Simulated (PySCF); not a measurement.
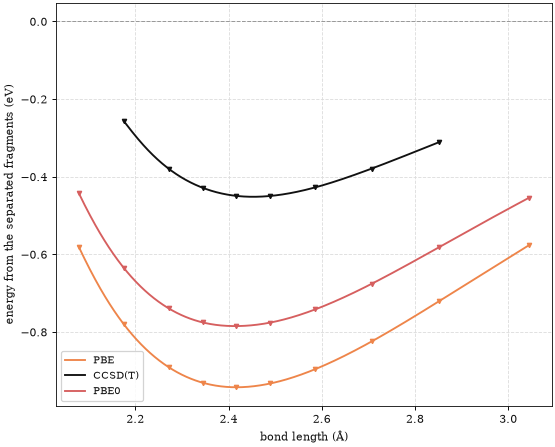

Bond curves of BeAl, doublet (excess alpha electrons: πy +1), def2-TZVP (non-relativistic), PySCF 2.14.0: energy from the separated fragments (atoms in their ground configurations, no counterpoise). One reference determinant with the occupation held, the lowest that a PBE0 search over spins and occupations found; no spin-orbit coupling. Splines pass through the computed points, which are marked. References: UKS for PBE0 and PBE; UHF for CCSD(T). Spin contamination grows along the curve for PBE0.

**Order the curves at 2.18 Å.**

PBE −0.78, PBE0 −0.63, CCSD(T) −0.26 eV, from lowest to highest.

**Which curve follows CCSD(T) best, and which worst?**

Best PBE0, worst PBE; largest departures, offsets in depth included: PBE0 0.38, PBE 0.52 eV, over the shared points. CCSD(T) is in the same finite basis, not at its limit.

**Give the values at the computed points that all curves share.**

In eV:
```csv
bond length (Å),PBE,CCSD(T),PBE0
2.18,−0.78,−0.26,−0.63
2.27,−0.89,−0.38,−0.74
2.34,−0.93,−0.43,−0.78
2.42,−0.94,−0.45,−0.78
2.49,−0.93,−0.45,−0.78
2.59,−0.90,−0.43,−0.74
2.71,−0.82,−0.38,−0.68
2.85,−0.72,−0.31,−0.58
```

Caveats, for all or some of the runs: lowest determinant of a PBE0 search, another state may lie lower.
